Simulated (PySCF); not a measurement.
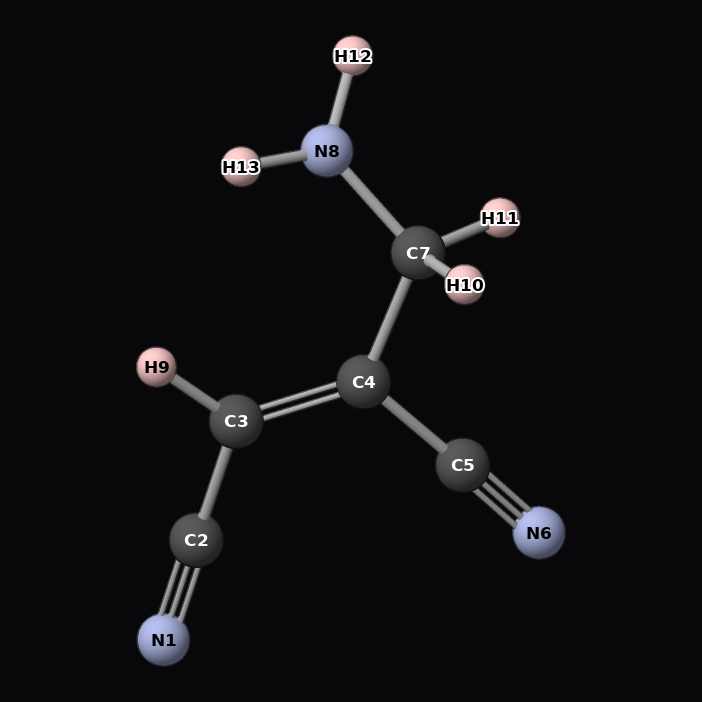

The questions are on Mulliken spin populations. The species has charge +1 and is a spin doublet. The geometry was computed by an optimisation with GFN2-xTB. No frequency run is at hand to confirm it as a minimum. Method: UKS B3LYP, pcH-1 on C H N, non-relativistic (PySCF 2.14.0).

List the Mulliken spin populations.

```json
{"atom": "N1", "value (e)": "0.13"}
{"atom": "C2", "value (e)": "−0.03"}
{"atom": "C3", "value (e)": "0.15"}
{"atom": "C4", "value (e)": "0.05"}
{"atom": "C5", "value (e)": "0.00"}
{"atom": "N6", "value (e)": "0.03"}
{"atom": "C7", "value (e)": "−0.03"}
{"atom": "N8", "value (e)": "0.60"}
{"atom": "H9", "value (e)": "−0.01"}
{"atom": "H10", "value (e)": "0.13"}
{"atom": "H11", "value (e)": "0.01"}
{"atom": "H12", "value (e)": "−0.02"}
{"atom": "H13", "value (e)": "−0.02"}
```

Mulliken values depend strongly on the basis set.
